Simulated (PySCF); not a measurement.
# C2H8Ge2: the cost of one run

Computed with PySCF 2.14.0, with density-fitted response routines of our own, on a single molecule in the gas phase. Atoms count from 0, in the outputs and in this text.

## 1. The molecule as given

12 atoms, charge 0, multiplicity 1; geometry from: GFN2-xTB. The atoms were then displaced at random by about 0.01 Å, so the start is not that level's minimum.

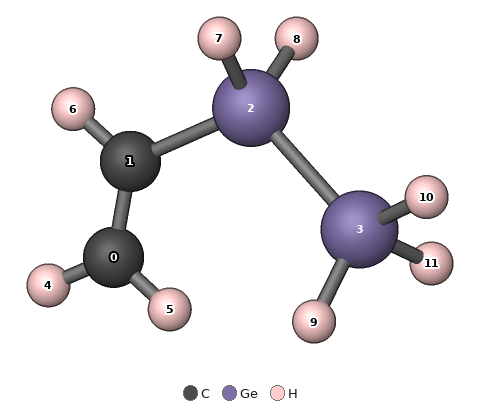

The starting geometry (carbon dark grey, germanium purple, hydrogen pink), atoms numbered.

## 2. Relaxing the molecule at PBE0-D3(BJ)/def2-SVP

Job settings and geometry (Å):

```
{"job": {"xc": "PBE0", "basis": "def2-SVP", "d3": "d3bj", "grid": 1, "shake": 0.01, "kind": "geom"}, "charge": 0, "multiplicity": 1}
C      1.747560    -1.133400     0.193520
C      1.577300     0.149200     0.556590
Ge    -0.134660     1.113580     0.468460
Ge    -1.843790    -0.141900    -0.507110
H      2.668360    -1.636810     0.230990
H      0.887130    -1.676390    -0.190510
H      2.450950     0.696280     0.932820
H      0.136510     2.423910    -0.257520
H     -0.465450     1.572790     1.895530
H     -1.429620    -1.097540    -1.563630
H     -2.929190     0.697300    -1.160360
H     -2.625420    -0.995300     0.480460
```

On the command line:

```sh
> OMP_NUM_THREADS=1 python probes_run.py task.json out
```

The driver reads the jobs from task.json and runs them one after another.

Q: Estimate the wall time and peak memory of this first job on 1 thread of Arm Neoverse V1, shared host.

About 2.5 min, with a peak of 0.54 GiB.
